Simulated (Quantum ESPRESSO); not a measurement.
# O K edge of the forms of CdH2O2

How far does the O K near-edge structure depend on which form of CdH2O2 is probed?

Each spectrum comes from a core-hole supercell calculation (Quantum ESPRESSO XSpectra, LDA, full core hole (charged cell), supercells with 5.8 to 5.8 Å between holes, Lorentzian half width 0.4 eV up to 4 eV, rising linearly to 1.75 eV at 25 eV (folded afterwards from narrower runs)). Logs are left out.

## (1) The absorbers

| crystal | absorber's surroundings | own zero (eV) | rising edge (eV) | first and strongest maxima up to 24 eV above its own zero, eV (height) |
| --- | --- | --- | --- | --- |
| CdH2O2 (C2) | 1 H at 0.98 Å, 1 Cd at 2.31 Å, 1 Cd at 2.36 Å and 1 Cd at 2.39 Å (distorted tetrahedral, site symmetry 1) | 524.8 | 527.1 | 4.3 eV (2.57), 6.8 eV (1.88) and 21.5 eV (0.98) |
| CdH2O2 (P-3m1) | 1 H at 0.97 Å and 3 Cd at 2.32 Å (distorted tetrahedral, site symmetry 3m) | 525.0 | 527.4 | 4.4 eV (2.68) and 21.7 eV (0.99) |

Volume per atom: 10.56 Å³ (C2) and 9.94 Å³ (P-3m1).

The rising edge is the photon energy at which the scaled intensity first reaches 0.6 (total-energy differences plus the lowest empty eigenvalue of the charged cell, less 8.8 eV, the free-atom term for the hole's spin); it carries a common error. In the free atom LDA prices this hole about 4 eV below PBE, which is itself good to a few eV.

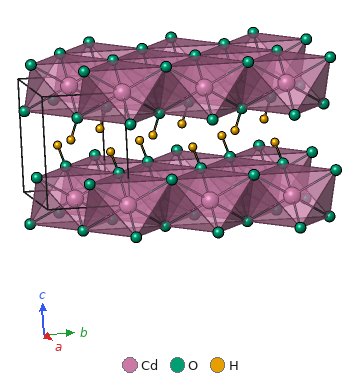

CdH2O2 (C2) (cadmium pink, oxygen teal, hydrogen orange). 1×3×1 conventional cells are drawn. Some periodic images of atoms are drawn too.

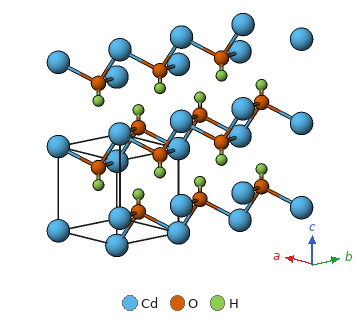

CdH2O2 (P-3m1) (cadmium blue, oxygen orange, hydrogen green). Bonds to atoms that aren't drawn are left out. 1×3×2 cells are drawn. Some periodic images of atoms are drawn too.

## (2) The spectra

Energy from 524.8 eV, the lowest zero; each curve has a mean of 1 over its first 20 eV:

```csv
E (eV),CdH2O2 C2,CdH2O2 P-3m1
-2.0,0.06,0.06
-0.5,0.09,0.09
1.0,0.23,0.19
2.5,0.76,0.58
4.0,2.37,2.04
5.5,1.75,1.96
7.0,1.87,1.77
8.5,1.24,1.14
10.0,0.95,1.01
11.5,0.73,0.81
13.0,0.55,0.62
14.5,0.53,0.55
16.0,0.60,0.59
17.5,0.75,0.72
19.0,0.87,0.84
20.5,0.95,0.95
22.0,0.97,0.99
23.5,0.88,0.90
25.0,0.79,0.77
26.5,0.71,0.70
28.0,0.66,0.64
29.5,0.68,0.63
31.0,0.68,0.65
```

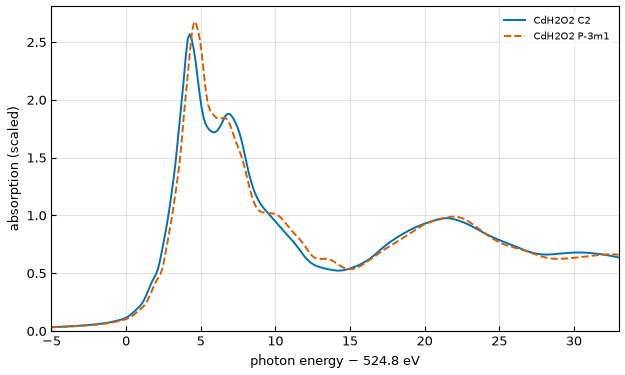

The O K edges.

## (3) Reading

After the best relative shift (up to 4 eV allowed) the shapes differ by 8 % r.m.s. (of the curve's own r.m.s. level). Between 0 and 20 eV on the axis shown, they part most near 5.0 eV, where CdH2O2 (P-3m1) is higher by 0.5. The rising edges span 0.3 eV, lowest for CdH2O2 (C2). On this measure the closest forms look alike, so telling them apart would rest on single features. How much of a difference is left by the finite cells wasn't tested for these crystals. A K edge sees empty p states on the absorber.

 Lifetime broadening is put in by hand, and intensities beyond about 20 eV depend on it. All cells keep the holes under 6.5 Å apart, so shapes are probably not fully converged. The structures are entries of the Materials Project (computed), used as given.

[Logs are printed without paths, hosts, clocks, repeated set-up lines and the standing remarks that a program may print on its own settings, such as how far it seeks lower states.]

[Hosts, paths, dates, database ids (printed as entryN), source tags and the programs' standing remarks are cut or masked in the printed files.]
